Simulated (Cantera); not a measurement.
Input: 1 mol TiO2, 0.35 mol Cl2, 0.072 mol O2, at 101000 Pa.

Equilibrium computed with Cantera from the NASA thermochemical tables; the gas is ideal and each condensed phase is pure. Candidate condensed phases: Ti, TiCl2, TiCl3, TiCl4, TiO, TiO2, Ti2O3, Ti3O5, Ti4O7; 15 gas species. Condensed phases not in the tables: TiOCl. The numbers say what is thermodynamically allowed, not how fast it happens.

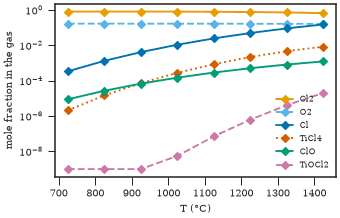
Figure. Equilibrium gas composition (values under 1e-9 drawn at 1e-9)

### Question
Read off the mole fractions at 725 °C.

### Answer
Cl2 about 0.83, O2 about 0.17, Cl about 0.00034, ClO about 8.9e-6, TiCl4 about 2.1e-6.
